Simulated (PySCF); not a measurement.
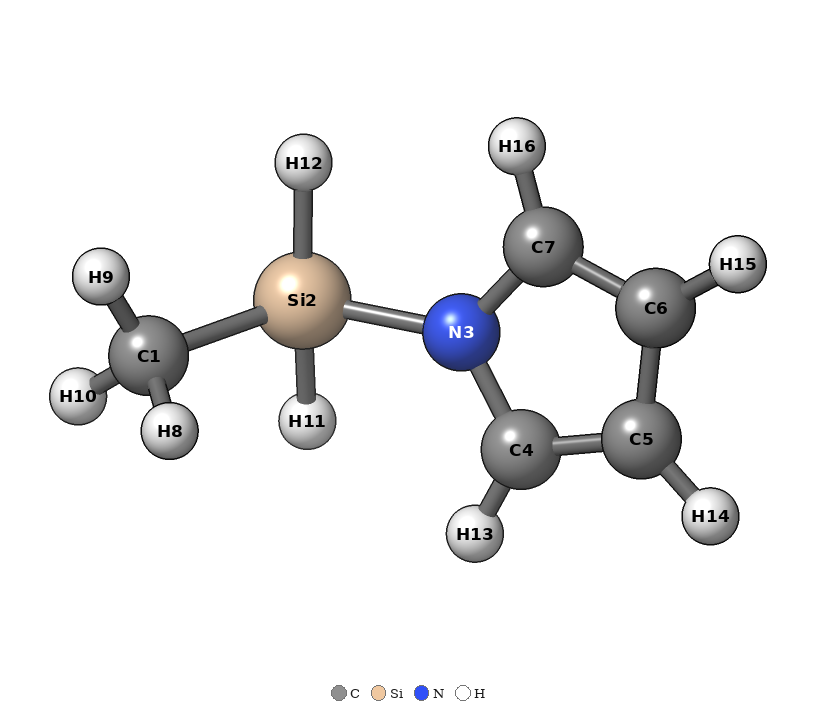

State: charge −1, doublet. Computed geometry: GFN2-xTB optimisation. No frequency run is at hand to confirm it as a minimum. Level of theory: UKS B3LYP, pcH-1 on C H N Si, non-relativistic (PySCF 2.14.0). Fermi-contact and spin-dipolar terms alone, no spin-orbit part.

Which nucleus has the largest dipolar (anisotropic) hyperfine coupling?

29Si at Si2: principal values −101.6, 44.3, 57.3 MHz.

List the isotropic and dipolar parts for the most strongly coupled nuclei, one of each equivalent set.

| atom | isotope | a_iso (MHz) | dipolar part (MHz) |
| --- | --- | --- | --- |
| Si2 | 29Si | −341.8 | −101.6, 44.3, 57.3 |
| H11 | 1H | 167.1 | −7.4, −2.3, 9.7 |
| H12 | 1H | 183.1 | −7.8, −1.6, 9.4 |
| C7 | 13C | 5.4 | −3.1, −2.2, 5.3 |
| H10 | 1H | 16.6 | −3.0, −1.4, 4.4 |
| H13 | 1H | −0.9 | −3.7, 0.8, 2.9 |
| H9 | 1H | 1.8 | −2.3, −1.3, 3.6 |
| C4 | 13C | 11.9 | −2.3, −1.2, 3.5 |

The geometry is semi-empirical. Around Si such bond lengths and angles can be off by a tenth of an ångström or more and by several degrees, and values that hang on the shape move with them.
